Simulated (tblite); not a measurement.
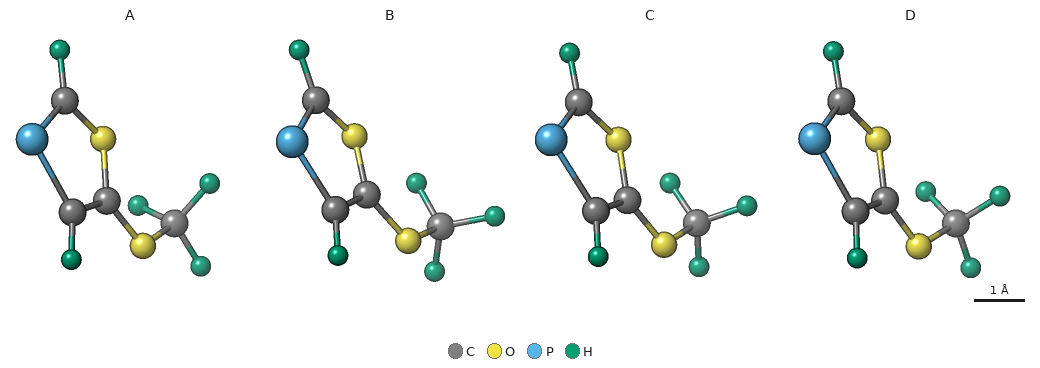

4 geometries from one relaxation of C4H5O2P, in shuffled order. The picture is a ball-and-stick view, seen from a free direction.

Computed with GFN2-xTB geometry optimisation, gas phase in tblite 0.8.0. 

Q: Put them in the order of the run, from the start to the converged end.

A: B, C, D, A. They are steps 0, 33, 41, 69, at +20.7 kcal/mol, +1.03 kcal/mol, +0.40 kcal/mol relative to the last. After 69 geometry steps the energy has fallen by 20.7 kcal/mol. An H atom moves most after the best rigid fit: 0.83 Å. By element the largest moves are H 0.83 Å, C 0.19 Å, O 0.18 Å, P 0.09 Å. Some distances before and after: C–P 1.677 → 1.764 Å, C–O 1.417 → 1.341 Å, C–O 1.278 → 1.352 Å, C–P 1.651 → 1.703 Å. Among the angles between lasting bonds that change: O–C–H 129.1° → 114.6°, P–C–H 121.2° → 129.7°, C–O–C 123.1° → 116.3°. Groups turn about C–O by about 40°. Cost: 0.27 s on 1 thread of Intel(R) Xeon(R) 6975P-C (shared host).
